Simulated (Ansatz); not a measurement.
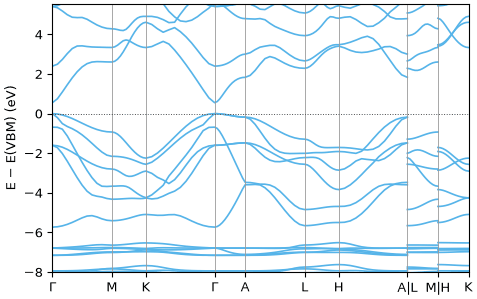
Figure: Band structure from LDA in the plane-wave PAW code Ansatz

Q: Read off the gap and where the band edges lie.

A: About 0.6 eV (0.56 eV by a search for the band edges); maximum at Γ, minimum at Γ.

The material is ZnCdSeS in space group P3m1 (No. 156; Zn on 1b, Cd on 1a, Se on 1b, S on 1a).

The workflow started from a Materials Project entry (that database holds measured and hypothetical structures alike); the Crystallography Open Database copy checked does not list it. Whether it is the stable phase at ambient conditions was not checked. The LDA relaxation kept the symmetry of its start; of distortions, only those at the zone centre were tested. Scalar-relativistic: spin–orbit coupling is off unless named, which matters more the heavier the elements.

Potentials: the later of the program's two PAW sets.
